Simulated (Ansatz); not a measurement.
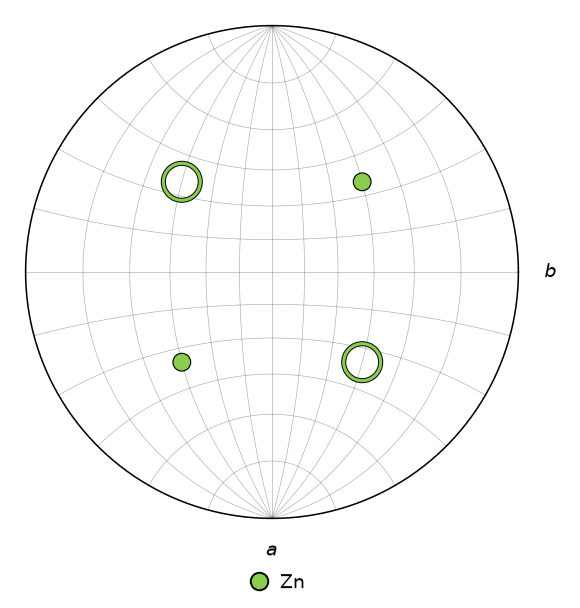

Crystal: ZnS, a calculation's input that goes back to an entry of the Crystallography Open Database (an earlier step may have relaxed or displaced it). Directions from one sulfur atom at (0, 0, 0) to its bonded neighbours, in stereographic projection down c (filled: above the plane of the page or in it, open: below). The drawing is computed from the coordinates (standard cell, symmetry found to 0.002 Å).

Neighbours are counted up to 2.77 Å for Zn.

```cif
data_structure
_symmetry_space_group_name_H-M 'P 1'
_symmetry_Int_Tables_number 1
_cell_length_a 5.3882
_cell_length_b 5.3882
_cell_length_c 5.3882
_cell_angle_alpha 90.000
_cell_angle_beta 90.000
_cell_angle_gamma 90.000
_cell_volume 156.43
loop_
_atom_site_label
_atom_site_type_symbol
_atom_site_fract_x
_atom_site_fract_y
_atom_site_fract_z
_atom_site_occupancy
Zn1 Zn 0.25000 0.25000 0.75000 1
S1 S 0.00000 0.00000 0.00000 1
Zn2 Zn 0.25000 0.75000 0.25000 1
S2 S 0.00000 0.50000 0.50000 1
Zn3 Zn 0.75000 0.25000 0.25000 1
S3 S 0.50000 0.00000 0.50000 1
Zn4 Zn 0.75000 0.75000 0.75000 1
S4 S 0.50000 0.50000 0.00000 1
```

> How many neighbours are there, and at what angles?

4: 4 Zn at 2.33 Å. Angles between bonds: 109° (6×).

> What is the site's symmetry in the crystal?

Point group -43m (Td), order 24: three −4 axes, four threefold axes, six mirror planes. In No. 216, F-43m this is Wyckoff position 4a.
